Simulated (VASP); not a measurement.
Band structure of Tm (hcp). Computed with AM05 GGA, VASP's PBE PAW potentials (set 64) (plane waves; VASP).

The 4f electrons are frozen in the core of the lanthanide potential, so 4f levels, which can set the real gap, and their magnetism are missing.

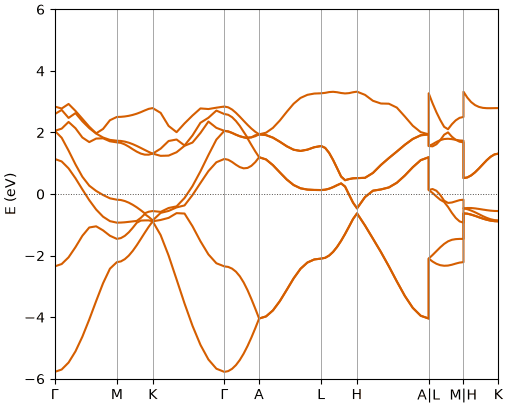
Figure. Bands along high-symmetry lines, zero at the valence-band maximum or, without a gap, the Fermi level

Question: Read the plot: is there a gap, and where are the band edges?

Answer: It has no gap at this level: it comes out as a metal or semimetal. (Edges off the drawn lines would not show.)

The compound is Tm in the hcp structure. It was relaxed first.
